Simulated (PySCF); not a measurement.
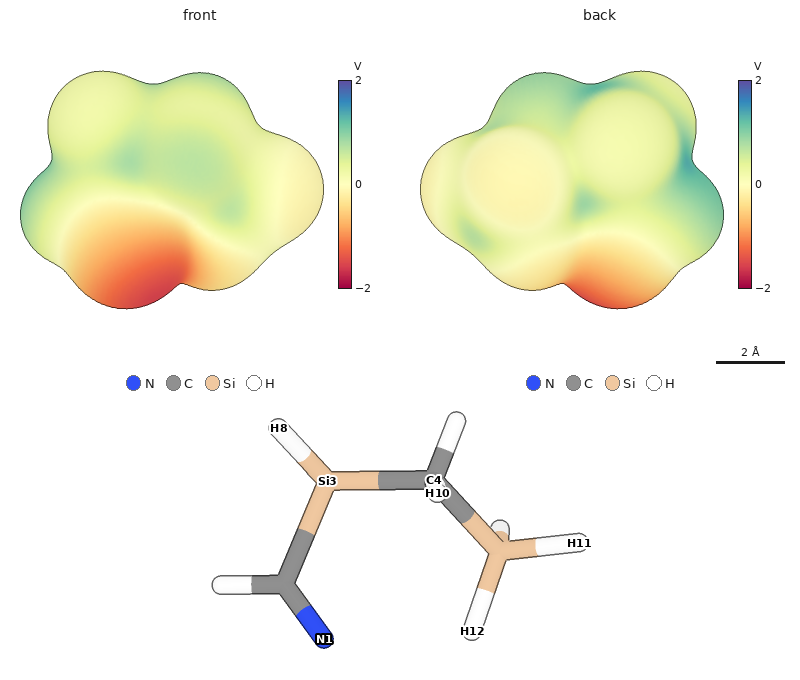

Figure 1: C$_{2}$H$_{8}$NSi$_{2}$ (SMILES [N]=C[SiH2]C[SiH3]) (doublet). The molecular electrostatic potential painted on the density surface at 0.001 e/bohr³, seen from the front and from behind; the colour scale runs from red (negative) to blue (positive). The bare structure is drawn below in the same view.

Geometry: GFN2-xTB.

Level of theory: UKS B3LYP, pcH-1 on C H N Si, non-relativistic, mean-field spin-orbit, GIAO (PySCF 2.14.0, density-fitted response routines).

```xyz
13

N    -1.8908   -1.2983   -0.9435
C    -2.1118   -0.1266   -0.7559
Si   -0.7840    1.0914    0.0092
C     0.7175    0.0915    0.5615
Si    1.6278   -0.8590   -0.8246
H    -3.0423    0.4041   -0.9773
H    -0.4990    2.0542   -1.0595
H    -1.4935    1.7531    1.1137
H     1.4234    0.7588    1.0574
H     0.3996   -0.6318    1.3130
H     2.7544   -1.5729   -0.2112
H     0.7279   -1.7871   -1.4917
H     2.1665    0.1231   -1.7737
```

Q: Describe the electrostatic potential map.

A: The most negative region (about −1.5 V, or −35 kcal/mol for a unit charge) lies over N1, the most positive (about +1.2 V, or +28 kcal/mol for a unit charge) over Si3 and H6. N1 is the likeliest acceptor of a hydrogen bond.
